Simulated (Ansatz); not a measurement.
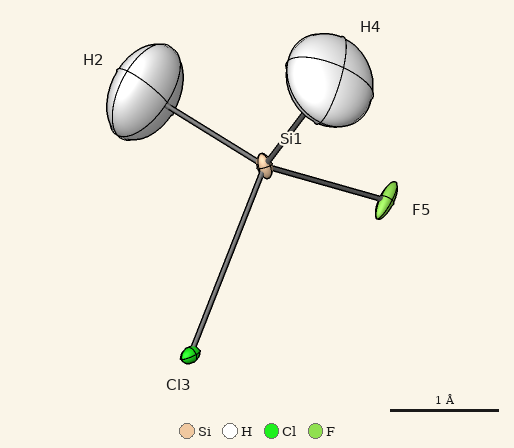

Displacement ellipsoids at the 50 % level, enlarged 2 times, from the internal vibrations of the free molecule (harmonic, no overall translation or rotation; no half-axis is drawn under 0.075 Å). Vibrations computed with RKS PBE0-D4/def2-TZVP (Ansatz 0.2.0). Temperature: 400 K.

Give the displacement parameters, one line for each set of equivalent atoms.

```tsv
atom	U_eq (Å²)	rms amplitudes (Å)
Si1	0.00079	0.015, 0.024, 0.040
H2, H4	0.0175	0.086, 0.144, 0.156
Cl3	0.00057	0.005, 0.016, 0.038
F5	0.0018	0.010, 0.024, 0.068
```
